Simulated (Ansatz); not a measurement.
# How fast states decay through Li2H2SeS, part 2 of 3

Wanted: the relaxed cell of Li2H2SeS, its band edges and its decay constants. It is built by putting Se for part of the S in the LiHS structure of space group Ama2, with the volume rescaled by atomic radii. The parent structure comes from the Materials Project.

Ansatz 0.2.0; PBE DFT, plane waves, PAW files (the session's first sound run).

So far, gap on the k-mesh (eV): step 3 (the bulk crystal and its band edges) 2.97.

The structure was built from a prototype and need not be the compound's stable phase.

### 4. Complex bands

This step: PBE DFT, plane waves, PAW files; complex bands by layer matching along the plane's normal (Ansatz 0.2.0).

The same crystal is laid in a cell whose first two vectors span the (010) plane (indices of the standard conventional cell, whose axes can be ordered otherwise than in the bulk input). At fixed energy and wavevector in the plane the solver finds all kz, real and complex. A few wavevectors are listed, (0, 0) and (0.5, 0) in units of the plane's reciprocal vectors; the slowest state needn't be among them.

Contents of input.yaml:

```yaml
crystal:
  lattice:
    - [3.989068167, 0.0, 0.0]
    - [-0.07353095, 4.155118889, 0.0]
    - [0.0, 0.0, 6.295708603]
  atoms:
    - { symbol: Li, position: [0.5033437611, 0.4985310616, 0.9921852326] }
    - { symbol: Li, position: [0.5033437611, 0.4985310616, 0.5078147674] }
    - { symbol: H, position: [0.1113392107, 0.9811145514, 0.25] }
    - { symbol: H, position: [0.9925941188, 0.1468917937, 0.75] }
    - { symbol: S, position: [0.0009252941, 0.47281476, 0.75] }
    - { symbol: Se, position: [0.4824538642, 0.9961167816, 0.25] }
kpoints:
  mp_grid: { grid: [6, 6, 4] }
scf:
  occupations: { method: fixed }
hamiltonian:
  xc: pbe
output:
  eigenvalues: true
  transmission:
    leads: [[0, 0]]
    kpoints: [[0.0, 0.0], [0.5, 0.0]]
    e_range: [-1.0, 3.97]
    de: 0.1
```

Started as:

```sh
$ ansatz run input.yaml --threads 2 --pin off --max-ram 4096MiB --backend cpu --events-out ev --progress --plain --runs-dir out
```

Numbers of over 12 decimals in the logs are rounded to 6 here.

Log:

```text
[...]
Crystal: 6 atoms, lattice volume = 104.352 Å³
Basis set: ecut = 420 eV, 2051 PW (Γ)
Bands: 21, of which v1, the nominal top of the filled ones, is band 15 counted from 1 (14 counted from 0)
Symmetry: 2 space group operations
[...]
k-points: 60 of 144 (time reversal used)
[...]
SCF iter   1: F=—  HF=-6816.521322 eV  |F-HF|=—  |Δ(HF+E_count)|=         —  Δρ=9.52e-4  dr2=7.30e-4  ethr=1.77e-3  ⟨swp⟩=4.9  Hψ=5364  notcnv=0  defer=225
[...]
SCF iter   6: F=-6816.520862 eV  HF=-6816.520862 eV  |F-HF|=4.12e-9  |Δ(HF+E_count)|=   1.47e-7  Δρ=3.80e-6  dr2=2.51e-8  ethr=3.33e-10  ⟨swp⟩=7.1  Hψ=4783  notcnv=0
SCF 1 converged in 6 iterations: F = -6816.520862 eV  dr2 = 2.51e-8
[...]
transmission: 8 of 16 steps passed
transmission: 16 of 16 steps passed
SCF converged after 6 iterations
Free energy (F): -6816.520862 eV
[...]
Internal energy: -6816.520862 eV  (E = F + TS)
E sigma→0 (E₀):  -6816.520862 eV
Fermi energy:    1.519136 eV
[...]
--- Band table (eV; the first three rows and the last of 60) ---
  k-point 0: bands = [... 11 lower, -0.5611, 0.6810, 1.0561, 1.5191, 4.4938, 4.9866, 6.0843, 6.5659, ... 2 higher]
  k-point 1: bands = [... 11 lower, -0.3435, 0.6645, 1.0303, 1.0810, 4.6581, 5.1545, 6.2949, 6.6596, ... 2 higher]
  k-point 2: bands = [... 11 lower, 0.1605, 0.3702, 0.6543, 1.0293, 4.7395, 5.3109, 6.5627, 6.8581, ... 2 higher]
  k-point 59: bands = [... 11 lower, -0.6235, -0.2060, 0.2917, 0.6897, 6.8707, 7.1189, 8.6208, 8.9001, ... 2 higher]
--- Transmission ---
  basis      : 143 plane waves across, 8 finite elements along
  points     : 2, as listed
  energies   : 50 from -1.000000 to 3.900000 eV about the Fermi level, 0.100000 eV apart; the leads are filled to 1.487348 eV, and channels, transmission and decay are at 1.500000 eV
  crystal 0  : H2Se1Li2S1, at the sites [0, 0], period 6.2957 Å: whole cells are its period
    offset         : up to 0.0000 Å between an atom of the period and one for which it stands
    channels       : 0.000000e0 a spin
    conductance    : none, the energies end too early or step too widely for 300 K: set another output.transmission.e_range or a lower de, or, where they end at an eighth of basis.ecutwfc, a higher one
    slowest decay  : 0.2847 /Å at (0.0000, 0.0000)
```

Elapsed: 14 s, on 2 threads of Arm Neoverse V2, shared host; peak memory 0.47 GiB; 26 s of CPU time.

Numbers from this step:

```
level to which the leads are filled                       : 1.487 eV from the Fermi level
decay constant at the filling level, zone centre          : 0.2847 Å⁻¹
decay constant at the filling level, slowest listed point : 0.2847 Å⁻¹
```

K parallel (0, 0); values up to 1.5 1/Å, a degenerate pair printed once or twice; energies at which all values exceed this have no row. Table of Im kz of the slowest decaying states by energy, zero at the highest filled level on the SCF mesh:

| energy (eV) | decay 1 (Å⁻¹) | decay 2 (Å⁻¹) | decay 3 (Å⁻¹) | decay 4 (Å⁻¹) |
| --- | --- | --- | --- | --- |
| -1.000 | 0.452 | 0.657 | 0.858 | 1.29 |
| -0.500 | 0.174 | 0.646 | 0.769 | 1.20 |
| 0.000 | 0.00322 | 0.720 | 0.774 | 1.08 |
| 0.500 | 0.213 | 0.736 | 0.935 | - |
| 1.000 | 0.267 | 0.734 | 0.913 | - |
| 1.500 | 0.285 | 0.719 | 0.877 | 1.48 |
| 2.000 | 0.276 | 0.695 | 0.827 | 1.45 |
| 2.500 | 0.233 | 0.560 | 0.756 | 0.759 |
| 3.000 | 0.406 | 0.658 | 0.788 | 1.37 |
| 3.500 | 0.443 | 0.557 | 0.810 | 1.33 |

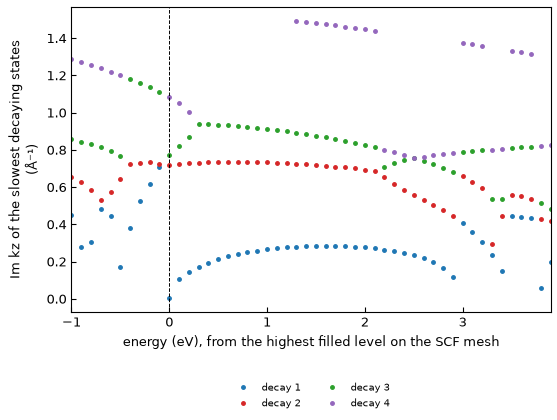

Im kz of the slowest decaying states against energy.

K parallel (0.5, 0); values up to 1.5 1/Å, a degenerate pair printed once or twice; energies at which all values exceed this have no row. Im kz of the slowest decaying states against energy, zero at the highest filled level on the SCF mesh:

| energy (eV) | decay 1 (Å⁻¹) | decay 2 (Å⁻¹) | decay 3 (Å⁻¹) | decay 4 (Å⁻¹) |
| --- | --- | --- | --- | --- |
| -1.000 | 0.250 | 0.263 | 0.891 | 1.15 |
| -0.500 | 0.403 | 0.690 | 1.14 | 1.17 |
| 0.000 | 0.330 | 0.456 | 0.598 | 1.12 |
| 0.500 | 0.464 | 0.745 | 1.06 | 1.11 |
| 1.000 | 0.500 | 0.784 | 0.995 | 1.09 |
| 1.500 | 0.517 | 0.790 | 0.931 | 1.07 |
| 2.000 | 0.520 | 0.780 | 0.864 | 1.04 |
| 2.500 | 0.510 | 0.760 | 0.792 | 1.01 |
| 3.000 | 0.450 | 0.523 | 0.713 | 0.731 |
| 3.500 | 0.358 | 0.523 | 0.620 | 0.694 |

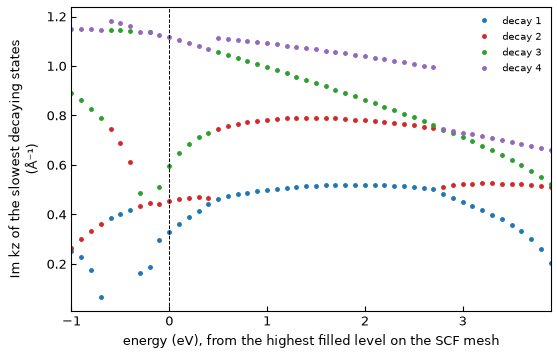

Im kz of the slowest decaying states against energy.

At the listed wavevectors the last open channel is at -0.10 eV and the next at +3.00 eV on the grid. At +1.50 eV, the grid energy nearest the filling level (the middle of the gap on the SCF mesh), the slowest state at the listed wavevectors decays with κ = 0.285 Å⁻¹, its amplitude falling by e over 3.5 Å. Through 1 nm of this crystal that state's transmission falls by exp(−2 × 0.285 Å⁻¹ × 10 Å) = 0.0034.

### 5. Decay over the two-dimensional zone

The listed points could miss the slowest state, so one energy near mid-gap is solved on a mesh of 8×8.

input.yaml, as its differences from that of step 4:

```diff
@@ -20,6 +20,2 @@
   eigenvalues: true
-  transmission:
-    leads: [[0, 0]]
-    kpoints: [[0.0, 0.0], [0.5, 0.0]]
-    e_range: [-1.0, 3.97]
-    de: 0.1
+  transmission: { leads: [[0, 0]], kmesh: [8, 8], e_range: [1.49, 1.5], de: 0.05 }
```

Log:

```text
[...]
Crystal: 6 atoms, lattice volume = 104.352 Å³
Basis set: ecut = 420 eV, 2051 PW (Γ)
Bands: 21, of which v1, the nominal top of the filled ones, is band 15 counted from 1 (14 counted from 0)
Symmetry: 2 space group operations
[...]
k-points: 60 of 144 (time reversal used)
[...]
SCF iter   1: F=—  HF=-6816.521322 eV  |F-HF|=—  |Δ(HF+E_count)|=         —  Δρ=9.52e-4  dr2=7.30e-4  ethr=1.77e-3  ⟨swp⟩=4.9  Hψ=5364  notcnv=0  defer=225
[...]
SCF iter   6: F=-6816.520862 eV  HF=-6816.520862 eV  |F-HF|=4.12e-9  |Δ(HF+E_count)|=   1.47e-7  Δρ=3.80e-6  dr2=2.51e-8  ethr=3.33e-10  ⟨swp⟩=7.1  Hψ=4783  notcnv=0
SCF 1 converged in 6 iterations: F = -6816.520862 eV  dr2 = 2.51e-8
[...]
transmission: 32 of 272 steps passed
transmission: 64 of 272 steps passed
[...]
transmission: 272 of 272 steps passed
SCF converged after 6 iterations
Free energy (F): -6816.520862 eV
[...]
Internal energy: -6816.520862 eV  (E = F + TS)
E sigma→0 (E₀):  -6816.520862 eV
Fermi energy:    1.519136 eV
[...]
--- Band table (eV; the first three rows and the last of 60) ---
  k-point 0: bands = [... 11 lower, -0.5611, 0.6810, 1.0561, 1.5191, 4.4938, 4.9866, 6.0843, 6.5659, ... 2 higher]
  k-point 1: bands = [... 11 lower, -0.3435, 0.6645, 1.0303, 1.0810, 4.6581, 5.1545, 6.2949, 6.6596, ... 2 higher]
  k-point 2: bands = [... 11 lower, 0.1605, 0.3702, 0.6543, 1.0293, 4.7395, 5.3109, 6.5627, 6.8581, ... 2 higher]
  k-point 59: bands = [... 11 lower, -0.6235, -0.2060, 0.2917, 0.6897, 6.8707, 7.1189, 8.6208, 8.9001, ... 2 higher]
--- Transmission ---
  basis      : 143 plane waves across, 8 finite elements along
  points     : 34, standing for a mesh of 8 x 8
  energies   : 1 from 1.490000 to 1.490000 eV about the Fermi level; the leads are filled to 1.487348 eV, and channels, transmission and decay are at 1.490000 eV
[...]
channels       : 0.000000e0 a spin
    conductance    : none, crystal 0 has no channel at the energies, or these end too early or step too widely for 300 K: set another output.transmission.e_range or a lower de, or, where they end at an eighth of basis.ecutwfc, a higher one
    slowest decay  : 0.2846 /Å at (0.0000, 0.0000)
```

Run time: 21 s. Hardware: 2 threads; peak memory 0.5 GiB; 41 s of CPU time.

Numbers from this step:

| Item | Value |
| --- | --- |
| least decay constant on the mesh | 0.2846 Å⁻¹ |

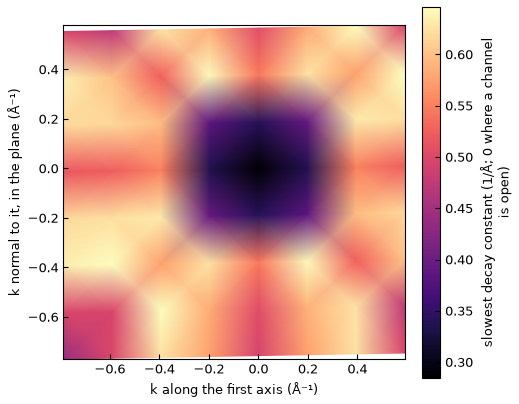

Slowest decay constant (1/Å; 0 where a channel is open) over k1 and k2. At 1.4900 eV from the Fermi level.

The least value on the mesh is 0.285 Å⁻¹ at +1.49 eV. At that energy the listed points give about 0.285 Å⁻¹ by interpolation, so the mesh holds no clearly slower state.

### 6. Band edges at another level, cutoff 1170.09 eV

This step: PBE DFT, plane waves, norm-conserving files (Ansatz 0.2.0).

The edges again with norm-conserving files, at the same atoms. Against that run the cutoff is 1170 eV against 420.

Contents of input.yaml:

```yaml
crystal:
  lattice:
    - [6.295708603, 0.0, 0.0]
    - [0.0, 2.9633231632, 2.9136121244]
    - [0.0, -2.8466288823, 2.7945247981]
  atoms:
    - { symbol: Li, position: [0.0078147674, 0.4985310616, 0.5033437611] }
    - { symbol: Li, position: [0.4921852326, 0.4985310616, 0.5033437611] }
    - { symbol: H, position: [0.75, 0.9811145514, 0.1113392107] }
    - { symbol: H, position: [0.25, 0.1468917937, 0.9925941188] }
    - { symbol: S, position: [0.25, 0.47281476, 1.0009252941] }
    - { symbol: Se, position: [0.75, 0.9961167816, 0.4824538642] }
kpoints:
  mp_grid: { grid: [4, 6, 6] }
  band_path: { path: [VBM, CBM], npoints: 30 }
scf:
  occupations: { method: fixed }
hamiltonian:
  xc: pbe
  pseudopotentials: { kind: nc }
output:
  eigenvalues: true
```

Log:

```text
[...]
Crystal: 6 atoms, lattice volume = 104.352 Å³
Basis set: ecut = 1170.089609 eV, 9465 PW (Γ)
Bands: 21, of which v1, the nominal top of the filled ones, is band 15 counted from 1 (14 counted from 0)
Symmetry: 2 space group operations
[...]
k-points: 60 of 144 (time reversal used)
[...]
SCF iter   1: F=—  HF=-4028.760629 eV  |F-HF|=—  |Δ(HF+E_count)|=         —  Δρ=4.10e-2  dr2=1.77e0  ethr=3.10e-3  ⟨swp⟩=5.8  Hψ=5847  notcnv=0  defer=218
[...]
SCF iter   8: F=-4028.170339 eV  HF=-4028.170339 eV  |F-HF|=2.58e-8  |Δ(HF+E_count)|=   5.16e-7  Δρ=2.99e-6  dr2=1.32e-8  ethr=3.33e-10  ⟨swp⟩=13.4  Hψ=7816  notcnv=0
SCF 1 converged in 8 iterations: F = -4028.170339 eV  dr2 = 1.32e-8
[...]
SCF converged after 8 iterations
Free energy (F): -4028.170339 eV
[...]
Internal energy: -4028.170339 eV  (E = F + TS)
E sigma→0 (E₀):  -4028.170339 eV
Fermi energy:    1.622910 eV
[...]
--- Band table (eV; the first three rows and the last of 60) ---
  k-point 0: bands = [... 11 lower, -0.4559, 0.7847, 1.1586, 1.6229, 4.5802, 5.0884, 6.1893, 6.6685, ... 2 higher]
  k-point 1: bands = [... 11 lower, -0.3371, 0.3020, 1.2150, 1.5073, 5.1828, 5.7957, 6.5794, 7.3587, ... 2 higher]
  k-point 2: bands = [... 11 lower, -0.4641, -0.0250, 1.1957, 1.3372, 5.6272, 6.6822, 8.1350, 8.7003, ... 2 higher]
  k-point 59: bands = [... 11 lower, -0.5184, -0.1022, 0.3961, 0.7934, 6.9724, 7.2238, 8.7243, 9.0049, ... 2 higher]
```

The job ended after 73 s (2 threads; peak memory 0.71 GiB).

Numbers from this step:

```yaml
free_energy: -4028.1703 eV
fermi_energy: 1.623 eV
gap_on_the_k_mesh: 2.957 eV
gap_on_path: 2.957 eV, by band count; negative where bands overlap
direct_gap_on_path: 2.957 eV
```

Levels at VBM (eV): -3.63, -2.63, -2.08, -0.84, -0.46, 0.00, 2.96, 3.47, 4.57, 5.05, 7.35, 7.74.

The searched edges give 2.96 eV, as on the mesh.

### 7. Complex bands at another level, cutoff 1170.09 eV

This step: PBE DFT, plane waves, norm-conserving files; complex bands by layer matching along the plane's normal (Ansatz 0.2.0).

The complex bands at that level, over its own gap, at (0, 0) and (0.5, 0).

Contents of input.yaml:

```yaml
crystal:
  lattice:
    - [3.989068167, 0.0, 0.0]
    - [-0.07353095, 4.155118889, 0.0]
    - [0.0, 0.0, 6.295708603]
  atoms:
    - { symbol: Li, position: [0.5033437611, 0.4985310616, 0.9921852326] }
    - { symbol: Li, position: [0.5033437611, 0.4985310616, 0.5078147674] }
    - { symbol: H, position: [0.1113392107, 0.9811145514, 0.25] }
    - { symbol: H, position: [0.9925941188, 0.1468917937, 0.75] }
    - { symbol: S, position: [0.0009252941, 0.47281476, 0.75] }
    - { symbol: Se, position: [0.4824538642, 0.9961167816, 0.25] }
kpoints:
  mp_grid: { grid: [6, 6, 4] }
scf:
  occupations: { method: fixed }
hamiltonian:
  xc: pbe
  pseudopotentials: { kind: nc }
output:
  eigenvalues: true
  transmission:
    leads: [[0, 0]]
    kpoints: [[0.0, 0.0], [0.5, 0.0]]
    e_range: [-1.0, 3.96]
    de: 0.1
```

Log:

```text
[...]
Crystal: 6 atoms, lattice volume = 104.352 Å³
Basis set: ecut = 1170.089609 eV, 9465 PW (Γ)
Bands: 21, of which v1, the nominal top of the filled ones, is band 15 counted from 1 (14 counted from 0)
Symmetry: 2 space group operations
[...]
k-points: 60 of 144 (time reversal used)
[...]
SCF iter   1: F=—  HF=-4028.760308 eV  |F-HF|=—  |Δ(HF+E_count)|=         —  Δρ=4.10e-2  dr2=1.77e0  ethr=3.10e-3  ⟨swp⟩=5.6  Hψ=5808  notcnv=0  defer=212
[...]
SCF iter   8: F=-4028.170339 eV  HF=-4028.170339 eV  |F-HF|=2.42e-8  |Δ(HF+E_count)|=   5.14e-7  Δρ=2.95e-6  dr2=1.29e-8  ethr=3.33e-10  ⟨swp⟩=13.4  Hψ=7738  notcnv=0
SCF 1 converged in 8 iterations: F = -4028.170339 eV  dr2 = 1.29e-8
transmission: 13 of 26 steps passed
transmission: 26 of 26 steps passed
SCF converged after 8 iterations
Free energy (F): -4028.170339 eV
[...]
Internal energy: -4028.170339 eV  (E = F + TS)
E sigma→0 (E₀):  -4028.170339 eV
Fermi energy:    1.622912 eV
[...]
--- Band table (eV; the first three rows and the last of 60) ---
  k-point 0: bands = [... 11 lower, -0.4559, 0.7847, 1.1587, 1.6229, 4.5802, 5.0884, 6.1893, 6.6685, ... 2 higher]
  k-point 1: bands = [... 11 lower, -0.2386, 0.7683, 1.1332, 1.1844, 4.7426, 5.2587, 6.4001, 6.7620, ... 2 higher]
  k-point 2: bands = [... 11 lower, 0.2651, 0.4741, 0.7580, 1.1319, 4.8239, 5.4159, 6.6672, 6.9608, ... 2 higher]
  k-point 59: bands = [... 11 lower, -0.5184, -0.1022, 0.3961, 0.7934, 6.9724, 7.2238, 8.7243, 9.0049, ... 2 higher]
--- Transmission ---
  basis      : 403 plane waves across, 13 finite elements along
  points     : 2, as listed
[...]
crystal 0  : H2S1Li2Se1, at the sites [0, 0], period 6.2957 Å: whole cells are its period
[...]
channels       : 0.000000e0 a spin
[...]
slowest decay  : 0.2843 /Å at (0.0000, 0.0000)
```

The job ended after 2.8 min (2 threads; peak memory 1.9 GiB).

This step gave:

| Quantity | Value |
| --- | --- |
| level to which the leads are filled | 1.479 eV from the Fermi level |
| decay constant at the filling level, zone centre | 0.2843 Å⁻¹ |
| decay constant at the filling level, slowest listed point | 0.2843 Å⁻¹ |

K parallel (0, 0); values up to 1.5 1/Å, a degenerate pair printed once or twice; energies at which all values exceed this have no row. The Im kz of the slowest decaying states by energy, zero at the highest filled level on the SCF mesh:

| energy (eV) | decay 1 (Å⁻¹) | decay 2 (Å⁻¹) | decay 3 (Å⁻¹) | decay 4 (Å⁻¹) |
| --- | --- | --- | --- | --- |
| -1.000 | 0.453 | 0.657 | 0.857 | 1.29 |
| -0.500 | 0.164 | 0.646 | 0.769 | 1.20 |
| 0.000 | 0.00265 | 0.720 | 0.775 | 1.08 |
| 0.500 | 0.213 | 0.736 | 0.935 | - |
| 1.000 | 0.267 | 0.734 | 0.913 | - |
| 1.500 | 0.284 | 0.719 | 0.877 | 1.48 |
| 2.000 | 0.275 | 0.694 | 0.826 | 1.45 |
| 2.500 | 0.231 | 0.558 | 0.757 | 0.758 |
| 3.000 | 0.403 | 0.656 | 0.788 | 1.37 |
| 3.500 | 0.446 | 0.561 | 0.810 | 1.33 |

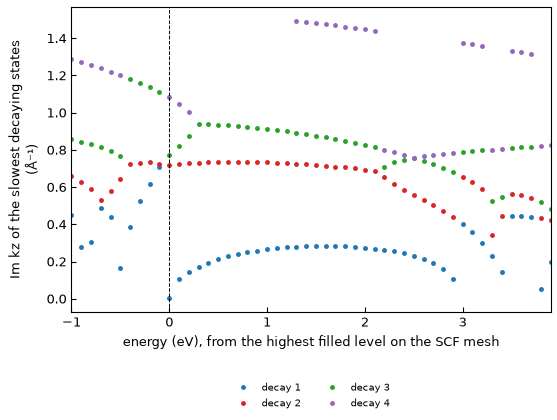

Im kz of the slowest decaying states against energy.

K parallel (0.5, 0); values up to 1.5 1/Å, a degenerate pair printed once or twice; energies at which all values exceed this have no row. The Im kz of the slowest decaying states by energy, zero at the highest filled level on the SCF mesh:

| energy (eV) | decay 1 (Å⁻¹) | decay 2 (Å⁻¹) | decay 3 (Å⁻¹) | decay 4 (Å⁻¹) |
| --- | --- | --- | --- | --- |
| -1.000 | 0.250 | 0.263 | 0.891 | 1.15 |
| -0.500 | 0.403 | 0.689 | 1.14 | 1.17 |
| 0.000 | 0.330 | 0.456 | 0.599 | 1.12 |
| 0.500 | 0.464 | 0.746 | 1.06 | 1.11 |
| 1.000 | 0.500 | 0.784 | 0.995 | 1.09 |
| 1.500 | 0.517 | 0.790 | 0.931 | 1.07 |
| 2.000 | 0.520 | 0.781 | 0.864 | 1.04 |
| 2.500 | 0.510 | 0.760 | 0.792 | 1.01 |
| 3.000 | 0.450 | 0.523 | 0.713 | 0.731 |
| 3.500 | 0.358 | 0.524 | 0.620 | 0.694 |

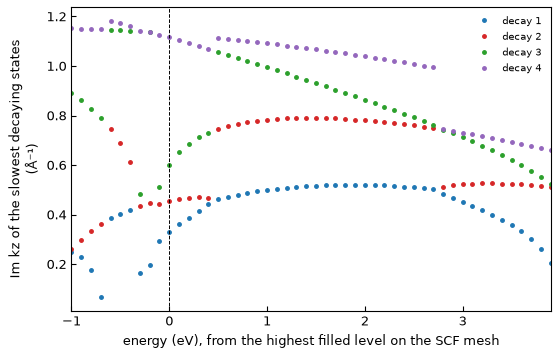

Im kz of the slowest decaying states, plotted against energy.

At the listed wavevectors the last open channel is at -0.10 eV and the next at +3.00 eV on the grid. At +1.50 eV, the grid energy nearest the filling level (the middle of the gap on the SCF mesh), the slowest state at the listed wavevectors decays with κ = 0.284 Å⁻¹, its amplitude falling by e over 3.5 Å; the first such run, plane (010), gave 0.285 Å⁻¹.

(Continued in part 3 of 3.)

[Logs are printed without paths, hosts, clocks, repeated set-up lines and the standing remarks that a program may print on its own settings, such as how far it seeks lower states.]

[Hosts, paths, dates, database ids (printed as entryN), source tags and the programs' standing remarks are cut or masked in the printed files.]
